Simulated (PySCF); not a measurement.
**Geometry relaxation of CH10BClOSi3**

- system: CH10BClOSi3, SMILES O[Si](Cl)(B[SiH3])C[SiH3]
- method: PBE0-D3(BJ)/def2-SVP geometry optimisation, gas phase (PySCF 2.14.0)

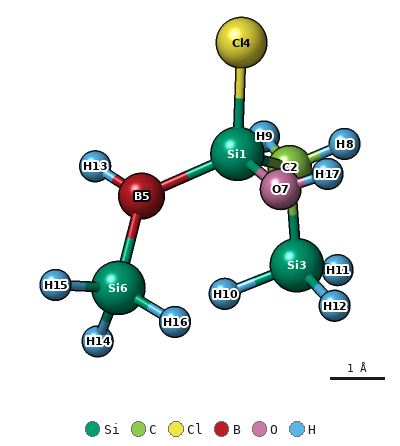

Fig. 1: The input geometry (ball-and-stick view, seen at a tilt; atoms are numbered from 1 in the order of the input).

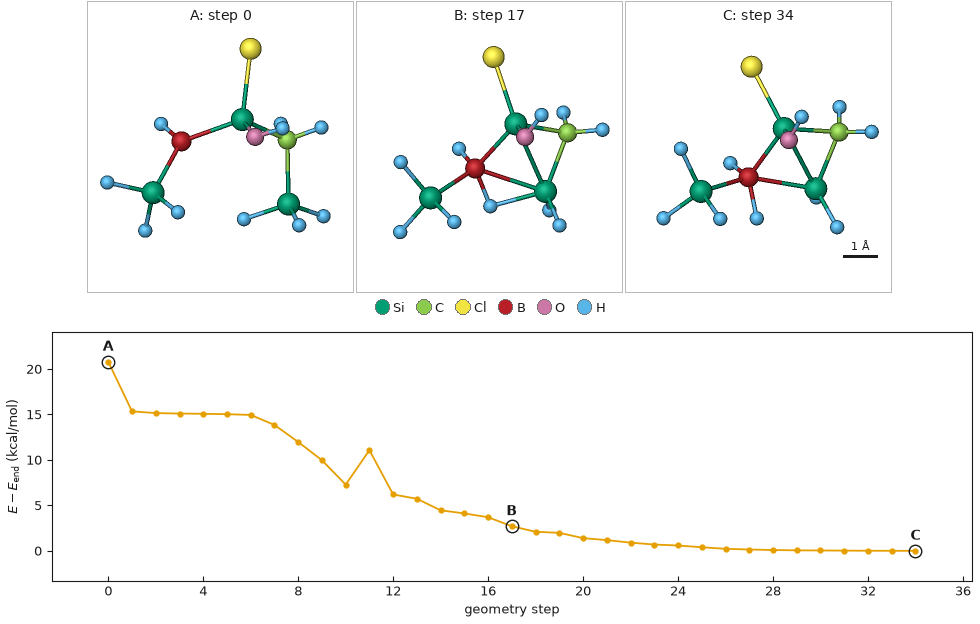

Fig. 2: Frames of the relaxation (ball-and-stick view, seen at a tilt) above the curves, on which the letters mark them (steps are counted from 0).

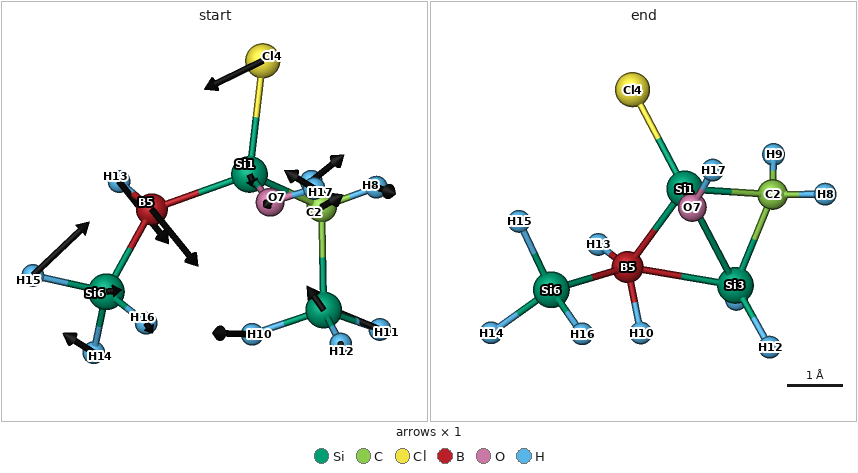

Fig. 3: Before (left) and after (right) the relaxation, at one scale (ball-and-stick view, seen at a tilt). The black arrows give the displacements, at true length. H13 moves most after the best rigid fit: 1.60 Å. Largest moves by element: H 1.60 Å, B 1.46 Å, Cl 1.25 Å, Si 0.56 Å, C 0.56 Å, O 0.20 Å. Among the contacts that change: B5–H10 3.291 → 1.235 Å, Si3–B5 3.794 → 2.091 Å, Si1–Si3 3.197 → 2.531 Å, Si3–H10 1.457 → 2.018 Å. New bonds form: B5–H10 (3.29 → 1.23 Å), Si3–B5 (3.79 → 2.09 Å). Bonds break: Si3–H10 (1.46 → 2.02 Å). Among the angles that change: Si1–C2–Si3 113.2° → 84.3°, Si1–B5–Si6 122.6° → 100.0°, C2–Si1–B5 112.1° → 99.4°. The energy falls by 20.8 kcal/mol in 34 geometry steps. Largest force component: 1.8 eV/Å at the start, 0.016 eV/Å at the end. (Atoms are counted from 1 in the order of the input.)

These pictures come from the run below.

Input
```
{"job": {"xc": "PBE0", "basis": "def2-SVP", "d3": "d3bj", "grid": 2, "kind": "geom", "shake": 0.01}, "charge": 0, "multiplicity": 1}
Si     0.531607     0.987256     0.750081
C      0.511963     1.444783    -1.122504
Si     0.198696    -0.050140    -2.255752
Cl     0.949838     2.801293     1.715823
B     -1.110556     0.083653     1.302995
Si    -1.212069    -1.848132     1.556764
O      1.787897     0.027910     1.077965
H      1.481868     1.923977    -1.390677
H     -0.251053     2.203805    -1.297753
H     -1.089746    -0.634899    -1.908353
H      0.216681     0.385211    -3.638616
H      1.272919    -1.048959    -2.043945
H     -2.120265     0.724950     1.440144
H     -2.151048    -2.453659     0.587298
H     -1.753667    -2.247630     2.876575
H      0.038184    -2.600446     1.427745
H      2.689238     0.300828     0.942298
```

The first line tells a small driver script what to run in PySCF; the rest is the geometry in Å.

Run as:
```bash
OMP_NUM_THREADS=1 python <driver script> task.json out
```

Output
```
step   0  E = -1471.73142463  max force = 0.034201
step   1  E = -1471.74011782  max force = 0.005939
step   2  E = -1471.74042388  max force = 0.002191
step   3  E = -1471.74050448  max force = 0.000602
step   4  E = -1471.74054609  max force = 0.000844
step   5  E = -1471.74061655  max force = 0.001648
step   6  E = -1471.74074357  max force = 0.001972
step   7  E = -1471.74250011  max force = 0.008437
step   8  E = -1471.74548690  max force = 0.012555
step   9  E = -1471.74868235  max force = 0.014161
step  10  E = -1471.75295927  max force = 0.009634
step  11  E = -1471.74692657  max force = 0.046433
step  12  E = -1471.75468756  max force = 0.016782
step  13  E = -1471.75543855  max force = 0.013038
step  14  E = -1471.75746222  max force = 0.005106
step  15  E = -1471.75800979  max force = 0.005011
step  16  E = -1471.75867803  max force = 0.004394
step  17  E = -1471.76025406  max force = 0.003762
step  18  E = -1471.76122415  max force = 0.008824
step  19  E = -1471.76141108  max force = 0.012053
step  20  E = -1471.76233997  max force = 0.006341
step  21  E = -1471.76268354  max force = 0.003830
step  22  E = -1471.76312645  max force = 0.003654
step  23  E = -1471.76346365  max force = 0.004576
step  24  E = -1471.76362738  max force = 0.008603
step  25  E = -1471.76393935  max force = 0.003501
step  26  E = -1471.76420837  max force = 0.001281
step  27  E = -1471.76433482  max force = 0.002667
step  28  E = -1471.76441958  max force = 0.001778
step  29  E = -1471.76447824  max force = 0.000571
step  30  E = -1471.76449935  max force = 0.000847
step  31  E = -1471.76452482  max force = 0.000407
step  32  E = -1471.76454821  max force = 0.000449
step  33  E = -1471.76455877  max force = 0.000780
step  34  E = -1471.76456393  max force = 0.000313
optimisation converged
```

Trajectory as extended XYZ (Å, eV, eV/Å), 13 of the 35 frames kept, from step=0 to step=34
```
17
Properties=species:S:1:pos:R:3:forces:R:3 step=0 energy=-40047.85191
Si    0.5316    0.9873    0.7501    0.0706   1.7587  -1.4943
C     0.5120    1.4448   -1.1225    0.3098  -0.6246   0.5259
Si    0.1987   -0.0501   -2.2557    0.7466   0.6901   0.8553
Cl    0.9498    2.8013    1.7158   -0.2545   0.0017   0.1354
B    -1.1106    0.0837    1.3030   -0.5610   0.5939   0.1627
Si   -1.2121   -1.8481    1.5568   -0.0912  -0.9189   0.1828
O     1.7879    0.0279    1.0780    0.6563  -1.3706   0.4521
H     1.4819    1.9240   -1.3907   -0.2279  -0.2253   0.1908
H    -0.2510    2.2038   -1.2977   -0.3791   0.2701  -0.0454
H    -1.0897   -0.6349   -1.9083   -0.6940  -0.3816   0.1200
H     0.2167    0.3852   -3.6386   -0.0861   0.1450  -0.8834
H     1.2729   -1.0490   -2.0440    0.1025  -0.2273   0.0058
H    -2.1203    0.7249    1.4401   -0.0830   0.0588  -0.0073
H    -2.1511   -2.4537    0.5873   -0.3120   0.0010  -0.3813
H    -1.7537   -2.2476    2.8766   -0.1888   0.1580   0.4021
H     0.0382   -2.6004    1.4278    0.5745  -0.1539  -0.1302
H     2.6892    0.3008    0.9423    0.4172   0.2248  -0.0909
17
Properties=species:S:1:pos:R:3:forces:R:3 step=3 energy=-40048.09899
Si    0.6066    1.1706    0.6786    0.0179  -0.0012   0.0074
C     0.5835    1.5889   -1.1448    0.0309   0.0249  -0.0163
Si    0.2839    0.0916   -2.2473   -0.0036   0.0092  -0.0117
Cl    0.8067    2.9575    1.7471    0.0044   0.0094   0.0082
B    -1.0786    0.2383    1.2260   -0.0310  -0.0070   0.0044
Si   -1.2330   -1.7462    1.5259    0.0155  -0.0011  -0.0048
O     1.8961    0.1920    1.0608   -0.0065  -0.0115   0.0045
H     1.5352    2.0736   -1.4272   -0.0079  -0.0114   0.0187
H    -0.2146    2.3300   -1.3205   -0.0149   0.0059  -0.0024
H    -1.0172   -0.5468   -1.8638    0.0014  -0.0075   0.0079
H     0.2127    0.4868   -3.6868   -0.0106  -0.0108   0.0007
H     1.3683   -0.9188   -2.0698    0.0038  -0.0046  -0.0042
H    -2.0874    0.8982    1.3353    0.0148  -0.0133  -0.0207
H    -2.2147   -2.2806    0.5246   -0.0097  -0.0024  -0.0046
H    -1.7997   -2.0060    2.8893   -0.0003   0.0051   0.0160
H     0.0425   -2.5099    1.3864   -0.0006   0.0064  -0.0034
H     2.7811    0.5492    0.9380   -0.0036   0.0101   0.0004
17
Properties=species:S:1:pos:R:3:forces:R:3 step=6 energy=-40048.10550
Si    0.6117    1.1629    0.6646    0.0367   0.1014   0.0274
C     0.6333    1.6197   -1.1523   -0.0842  -0.0865   0.0306
Si    0.2620    0.1129   -2.2215    0.0432   0.0090   0.0323
Cl    0.7716    2.9405    1.7627   -0.0486  -0.0571   0.0006
B    -1.0920    0.2005    1.0924    0.0299   0.0187  -0.0075
Si   -1.2121   -1.7604    1.5190   -0.0197  -0.0462   0.0173
O     1.8955    0.1939    1.0882    0.0057   0.0149  -0.0427
H     1.5852    2.0991   -1.4320    0.0233   0.0020  -0.0279
H    -0.1724    2.3593   -1.3054    0.0413   0.0210  -0.0176
H    -0.9798   -0.5364   -1.6778   -0.0116  -0.0029  -0.0023
H     0.0213    0.4679   -3.6521   -0.0114   0.0117   0.0013
H     1.3672   -0.8881   -2.1419   -0.0027   0.0075  -0.0039
H    -2.1215    0.8330    1.0601   -0.0256   0.0054  -0.0149
H    -2.1730   -2.4065    0.5641    0.0027   0.0045   0.0199
H    -1.7802   -1.9133    2.9008    0.0074   0.0116  -0.0110
H     0.0824   -2.5021    1.4605    0.0044   0.0070  -0.0119
H     2.7725    0.5854    1.0224    0.0093  -0.0221   0.0105
17
Properties=species:S:1:pos:R:3:forces:R:3 step=8 energy=-40048.23457
Si    0.6305    1.1789    0.6224   -0.0961   0.0740   0.4371
C     0.7399    1.6927   -1.1703   -0.0746   0.0847  -0.0345
Si    0.1856    0.1265   -2.0341    0.2837   0.1910  -0.1220
Cl    0.5728    2.8878    1.8302    0.0012  -0.0606  -0.0482
B    -1.0499    0.0933    0.6888    0.1676  -0.2257  -0.6456
Si   -1.1509   -1.7823    1.4073   -0.0807   0.1122   0.1765
O     1.9234    0.2516    1.1109    0.0347   0.0792  -0.0692
H     1.6849    2.1452   -1.5043    0.0105  -0.0711  -0.0729
H    -0.0728    2.4316   -1.2937    0.0702   0.0481  -0.0605
H    -0.8111   -0.4916   -1.0509   -0.1674  -0.0756   0.2316
H    -0.5208    0.3310   -3.3323   -0.0872  -0.0392   0.0501
H     1.2847   -0.8677   -2.2007   -0.0639  -0.0354   0.0516
H    -2.0773    0.6398    0.3521   -0.0278   0.0600   0.1258
H    -2.1001   -2.6385    0.6270   -0.0009  -0.0255  -0.0004
H    -1.6972   -1.6573    2.8020    0.0180  -0.0611   0.0064
H     0.1651   -2.4838    1.4923    0.0102  -0.0132  -0.0347
H     2.7647    0.7111    1.2053    0.0024  -0.0416   0.0088
17
Properties=species:S:1:pos:R:3:forces:R:3 step=11 energy=-40048.27374
Si    0.4932    1.1136    0.6412    0.1852   0.2324  -1.0852
C     0.8790    1.7014   -1.1366    0.3375   0.2754  -0.0224
Si    0.0854    0.1995   -1.9020    0.0579   0.2349   0.6015
Cl    0.2993    2.6915    1.9678   -0.0733  -0.0218   0.0108
B    -1.0948    0.0368    0.1113   -0.0302   0.6822   2.3877
Si   -0.9233   -1.6036    1.2949   -0.2616  -0.6269  -0.5609
O     1.7310    0.1257    1.1523   -0.0727   0.0297   0.1120
H     1.9071    1.9196   -1.4622    0.1007  -0.0039   0.0190
H     0.2548    2.5810   -1.3716   -0.0721  -0.0368   0.0264
H    -1.1478   -0.3945   -1.0010   -0.2290  -1.1052  -1.7069
H    -0.7098    0.3496   -3.1500   -0.0849   0.0031   0.0145
H     0.8873   -1.0449   -1.9115    0.1350  -0.0227  -0.0832
H    -2.1562    0.6360    0.0946    0.1575   0.0473   0.1617
H    -1.8659   -2.6991    0.8738   -0.0477   0.0026   0.1068
H    -1.1713   -1.3634    2.7516    0.0081   0.2214  -0.0413
H     0.4446   -2.2078    1.1672   -0.0827   0.0140   0.0328
H     2.5592    0.5268    1.4317   -0.0278   0.0742   0.0265
17
Properties=species:S:1:pos:R:3:forces:R:3 step=14 energy=-40048.56043
Si    0.6224    1.2025    0.6164    0.2431  -0.1592  -0.2470
C     0.8410    1.7533   -1.1849    0.0291   0.2625  -0.0252
Si    0.1208    0.1716   -1.8388   -0.1073  -0.1330   0.1272
Cl    0.3963    2.8426    1.8629   -0.1067   0.0316   0.0539
B    -0.9527    0.0108    0.3294   -0.1940  -0.1409  -0.1443
Si   -1.1066   -1.7691    1.2768    0.1130  -0.0360  -0.0594
O     1.9571    0.3471    1.1184   -0.0269  -0.0552   0.0355
H     1.8244    2.0438   -1.5876    0.0226  -0.0857   0.0812
H     0.1253    2.5672   -1.3947   -0.0201  -0.0202   0.0198
H    -1.0145   -0.5299   -0.9014    0.0137   0.0617   0.1728
H    -0.7423    0.2311   -3.0520   -0.0020   0.0054  -0.0216
H     1.0491   -0.9878   -1.8760    0.0634   0.0364  -0.0669
H    -1.9803    0.6568    0.2655   -0.0078   0.0740   0.0168
H    -2.1504   -2.6641    0.6683   -0.0095   0.0661   0.0159
H    -1.4558   -1.6098    2.7237    0.0056   0.0618   0.0141
H     0.1792   -2.5373    1.2055    0.0002  -0.0086   0.0180
H     2.7587    0.8393    1.3203   -0.0164   0.0392   0.0090
17
Properties=species:S:1:pos:R:3:forces:R:3 step=17 energy=-40048.63640
Si    0.6059    1.1040    0.5619    0.1631   0.1453  -0.0809
C     0.8921    1.7880   -1.1737    0.0510  -0.0410  -0.0533
Si    0.0979    0.2176   -1.8201   -0.0868   0.1727  -0.1207
Cl    0.1928    2.6363    1.9015   -0.0715  -0.0788   0.0190
B    -0.9678   -0.0493    0.1236    0.0517  -0.0914   0.1935
Si   -1.0456   -1.7072    1.2673    0.0120   0.0184   0.1195
O     1.9047    0.2410    1.1317   -0.0267  -0.0188  -0.0058
H     1.8900    2.0450   -1.5596   -0.0084   0.0086   0.0462
H     0.1866    2.6188   -1.3399    0.0310   0.0373  -0.0048
H    -1.0290   -0.6983   -0.9712   -0.1819  -0.1549   0.1413
H    -0.8372    0.3132   -2.9781    0.0827   0.0459  -0.0606
H     1.0526   -0.9109   -1.9792    0.0167  -0.0063  -0.0246
H    -1.9466    0.6704    0.1510   -0.0276  -0.0489  -0.1562
H    -2.2035   -2.6047    0.9440   -0.0044   0.0327  -0.0071
H    -1.1714   -1.3148    2.7075    0.0002  -0.0164   0.0070
H     0.1966   -2.5334    1.1295   -0.0101   0.0013  -0.0285
H     2.6533    0.7524    1.4556    0.0090  -0.0056   0.0160
17
Properties=species:S:1:pos:R:3:forces:R:3 step=20 energy=-40048.69316
Si    0.6284    1.0453    0.4996   -0.0157  -0.0108   0.1446
C     0.9352    1.8276   -1.1843   -0.1492  -0.2080   0.1211
Si    0.0747    0.2684   -1.8328    0.0430   0.1486  -0.2522
Cl   -0.0347    2.4072    1.9178    0.0197   0.0003  -0.0175
B    -0.9180   -0.1547    0.0066    0.0296   0.3022   0.1280
Si   -1.0218   -1.6684    1.3302    0.0698   0.1117   0.0734
O     1.9110    0.1998    1.1248    0.0196   0.0405  -0.0328
H     1.9398    2.0690   -1.5554    0.0205   0.0145   0.0204
H     0.2489    2.6835   -1.2982    0.0586   0.0227  -0.0373
H    -1.0131   -0.8761   -0.9959   -0.0453  -0.3261  -0.1245
H    -0.8965    0.4432   -2.9496   -0.0061   0.0399   0.0011
H     1.0505   -0.8077   -2.1661   -0.0012  -0.0006   0.0416
H    -1.8781    0.5934    0.0069   -0.0467  -0.0640  -0.0418
H    -2.2805   -2.4658    1.1831   -0.0083   0.0080  -0.0243
H    -1.0025   -1.1052    2.7172    0.0069  -0.0378   0.0147
H     0.1328   -2.6083    1.1858   -0.0002  -0.0146  -0.0090
H     2.5956    0.7172    1.5624    0.0050  -0.0265  -0.0054
17
Properties=species:S:1:pos:R:3:forces:R:3 step=23 energy=-40048.72374
Si    0.5815    1.0128    0.5055   -0.0205   0.0276  -0.0857
C     0.9317    1.8206   -1.1518    0.1918   0.0664  -0.0045
Si    0.0668    0.2939   -1.8545   -0.0887   0.1518  -0.0964
Cl   -0.0896    2.3234    1.9594    0.0116   0.0400   0.0091
B    -0.9670   -0.1497   -0.0709    0.0402   0.1046   0.2272
Si   -0.9656   -1.5832    1.3482   -0.0545  -0.1517  -0.0542
O     1.8484    0.1225    1.0966   -0.0256  -0.0378   0.0069
H     1.9547    2.0420   -1.4897   -0.0037   0.0007   0.0565
H     0.2946    2.7120   -1.2730   -0.0422  -0.0246  -0.0224
H    -0.9981   -0.9661   -0.9999   -0.0222  -0.2353  -0.0151
H    -0.8973    0.5081   -2.9697    0.0022   0.0013  -0.0060
H     1.0430   -0.7798   -2.1896    0.0081  -0.0096  -0.0060
H    -1.9644    0.5442   -0.0894    0.0034  -0.0284  -0.0313
H    -2.2209   -2.4005    1.2814    0.0069   0.0269   0.0207
H    -0.8793   -0.9983    2.7218    0.0058   0.0357  -0.0031
H     0.1850   -2.5216    1.1616   -0.0061   0.0124   0.0053
H     2.5479    0.5879    1.5658   -0.0064   0.0198  -0.0011
17
Properties=species:S:1:pos:R:3:forces:R:3 step=26 energy=-40048.74400
Si    0.5808    1.0146    0.4976   -0.0429  -0.0378  -0.0385
C     0.9531    1.8276   -1.1525   -0.0038   0.0166   0.0347
Si    0.0584    0.3186   -1.8704   -0.0302   0.0227   0.0181
Cl   -0.1092    2.3320    1.9383    0.0106   0.0272   0.0001
B    -0.9501   -0.1742   -0.0816    0.0577   0.0659  -0.0300
Si   -0.9693   -1.5861    1.3633    0.0087  -0.0080  -0.0084
O     1.8380    0.1211    1.1040    0.0070  -0.0212   0.0259
H     1.9832    2.0425   -1.4683    0.0090  -0.0212   0.0049
H     0.3233    2.7246   -1.2760   -0.0028  -0.0089  -0.0030
H    -0.9326   -1.0488   -0.9630    0.0119  -0.0531   0.0120
H    -0.9393    0.5605   -2.9491    0.0004   0.0090   0.0031
H     1.0276   -0.7431   -2.2658   -0.0103   0.0012  -0.0101
H    -1.9737    0.4769   -0.1347   -0.0123  -0.0176  -0.0039
H    -2.2480   -2.3638    1.3161   -0.0018   0.0057  -0.0005
H    -0.8634   -0.9688    2.7221   -0.0021   0.0066  -0.0022
H     0.1594   -2.5513    1.1918   -0.0008  -0.0030   0.0028
H     2.5333    0.5860    1.5801    0.0017   0.0160  -0.0051
17
Properties=species:S:1:pos:R:3:forces:R:3 step=28 energy=-40048.74975
Si    0.5717    1.0041    0.4953   -0.0033  -0.0107  -0.0145
C     0.9663    1.8239   -1.1443   -0.0006   0.0001   0.0089
Si    0.0506    0.3353   -1.8808   -0.0194   0.0035  -0.0168
Cl   -0.1282    2.3342    1.9201   -0.0071   0.0049   0.0074
B    -0.9426   -0.1908   -0.1085    0.0209  -0.0810  -0.0677
Si   -0.9583   -1.5694    1.3713   -0.0013  -0.0026  -0.0026
O     1.8193    0.1075    1.1191   -0.0047  -0.0024   0.0195
H     2.0043    2.0225   -1.4444    0.0000  -0.0134  -0.0102
H     0.3523    2.7315   -1.2688    0.0104   0.0033   0.0050
H    -0.8849   -1.1129   -0.9438   -0.0057   0.0858   0.0915
H    -0.9702    0.6099   -2.9291    0.0073   0.0100  -0.0096
H     1.0032   -0.7203   -2.3295    0.0017   0.0027  -0.0071
H    -1.9893    0.4203   -0.1741    0.0001  -0.0110   0.0020
H    -2.2495   -2.3262    1.3424    0.0015  -0.0014  -0.0030
H    -0.8410   -0.9243    2.7160   -0.0025   0.0030  -0.0015
H     0.1563   -2.5522    1.2139    0.0013   0.0000   0.0058
H     2.5116    0.5753    1.5971    0.0015   0.0090  -0.0072
17
Properties=species:S:1:pos:R:3:forces:R:3 step=31 energy=-40048.75261
Si    0.5653    0.9980    0.4932    0.0209  -0.0089   0.0064
C     0.9925    1.8062   -1.1440    0.0037   0.0082  -0.0079
Si    0.0375    0.3493   -1.8951   -0.0160   0.0026   0.0131
Cl   -0.1657    2.3504    1.8830   -0.0106  -0.0057  -0.0045
B    -0.9312   -0.2081   -0.1241   -0.0118  -0.0092  -0.0111
Si   -0.9540   -1.5631    1.3788    0.0019   0.0004  -0.0022
O     1.8019    0.1158    1.1599   -0.0093   0.0126   0.0070
H     2.0401    1.9606   -1.4366    0.0006  -0.0087  -0.0004
H     0.4210    2.7400   -1.2729    0.0048   0.0038   0.0022
H    -0.8526   -1.1559   -0.9141    0.0042   0.0049  -0.0092
H    -0.9980    0.6716   -2.9155    0.0002  -0.0053   0.0016
H     0.9631   -0.7058   -2.3985    0.0018  -0.0023   0.0034
H    -1.9978    0.3663   -0.1871    0.0037   0.0084   0.0048
H    -2.2445   -2.3196    1.3342    0.0034  -0.0055   0.0003
H    -0.8632   -0.8953    2.7142   -0.0044   0.0048   0.0000
H     0.1639   -2.5464    1.2576    0.0031   0.0045   0.0010
H     2.4933    0.6042    1.6187    0.0039  -0.0045  -0.0045
17
Properties=species:S:1:pos:R:3:forces:R:3 step=34 energy=-40048.75368
Si    0.5612    0.9950    0.4919    0.0003  -0.0045  -0.0015
C     1.0171    1.7881   -1.1456   -0.0114   0.0132  -0.0087
Si    0.0257    0.3561   -1.8981    0.0054  -0.0131   0.0076
Cl   -0.2052    2.3645    1.8453    0.0002   0.0016   0.0003
B    -0.9351   -0.2118   -0.1304    0.0010   0.0120   0.0104
Si   -0.9499   -1.5594    1.3794    0.0040  -0.0006   0.0006
O     1.7842    0.1246    1.1964   -0.0025  -0.0001   0.0019
H     2.0712    1.8979   -1.4356    0.0025  -0.0041   0.0078
H     0.4862    2.7449   -1.2779    0.0023  -0.0008  -0.0022
H    -0.8589   -1.1654   -0.9108    0.0026  -0.0040  -0.0161
H    -1.0130    0.7020   -2.9073   -0.0008  -0.0005   0.0016
H     0.9327   -0.7074   -2.4186   -0.0009   0.0000  -0.0016
H    -2.0036    0.3601   -0.1812   -0.0008  -0.0003   0.0014
H    -2.2155   -2.3552    1.3126   -0.0007   0.0008  -0.0003
H    -0.9086   -0.8776    2.7100   -0.0014   0.0005  -0.0004
H     0.1992   -2.5090    1.2878   -0.0007  -0.0002   0.0000
H     2.4838    0.6208    1.6339    0.0010   0.0000  -0.0007
```

Key numbers

| quantity | value |
| --- | --- |
| outcome | converged |
| total energy | −1471.764564 hartree |
| dipole moment | 3.00 D |
| point group | C1 |
| hardware | 1 CPU thread, shared host |
| wall time | 11 min |
| peak memory | 0.83 GiB |
